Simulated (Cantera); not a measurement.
Input: 1 mol Fe2O3, 0.82 mol O2, 6.3 mol H2O, 0.24 mol H2S, at 2600 Pa.

Method: chemical equilibrium by Gibbs-energy minimisation in Cantera with the NASA 1993 tables (ideal gas, pure condensed phases). Candidate condensed phases: Fe, FeO, Fe(OH)2, Fe(OH)3, FeS, FeSO4, FeS2, Fe2O3, Fe2(SO4)3, Fe3O4, H2O, H2SO4, S; 22 gas species. The numbers say what is thermodynamically allowed, not how fast it happens.

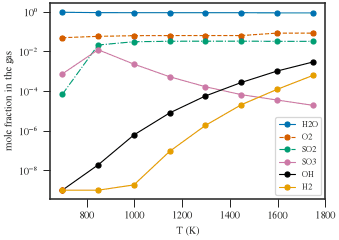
*Equilibrium gas composition (values under 1e-9 drawn at 1e-9)*

**Question.** Read off the mole fractions at 698 K.

**Answer.** H2O about 0.95, O2 about 0.049, SO3 about 0.00074, SO2 about 6.8e-5.
